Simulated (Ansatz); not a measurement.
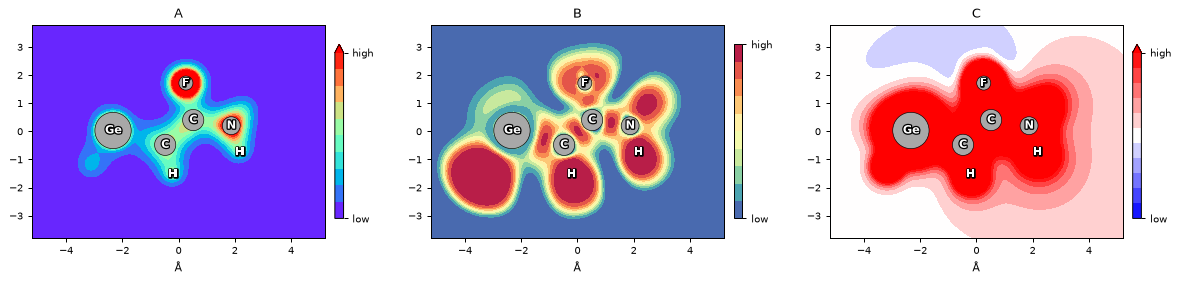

C₂H₆FGeN (SMILES NC(F)=[CH][GeH3]): 3 fields on the plane of atoms F3, C2 and C4, with unlabelled colour scales. Grey discs cover the atomic cores.

Geometry: PBE0-D4/def2-TZVP.

The calculation used RKS PBE0-D4/def2-TZVPP in Ansatz.

```xyz
11

N    -1.6073    0.9424   -1.2812
C    -0.6536    0.1654   -0.6819
F    -0.5967   -1.0280   -1.2914
C     0.1115    0.4154    0.3777
Ge    1.2740   -0.8990    1.1676
H    -1.5922    1.9142   -1.0217
H    -1.7266    0.7835   -2.2695
H     0.0465    1.4046    0.8143
H     1.8053   -0.3232    2.4913
H     2.4764   -1.2191    0.2595
H     0.5282   -2.2134    1.4557
```

Question: Which field does each panel show? The fields are: electron density, electron localisation function and electrostatic potential.

Answer: Panel A: electron density. Panel B: electron localisation function. Panel C: electrostatic potential (strongly positive close to the atoms, with negative regions outside electron-rich atoms). From the grid: C–C (1.33 Å): ρ at the midpoint is about 2.4 e/Å³; the ELF peaks at about 0.90 between the atoms: a short, multiple covalent bond. C–F (1.34 Å): ρ at the midpoint is about 2.3 e/Å³, with its minimum of 1.8 e/Å³ about 0.5 Å from C; the ELF peaks at about 0.80 between the atoms (a polar covalent bond).
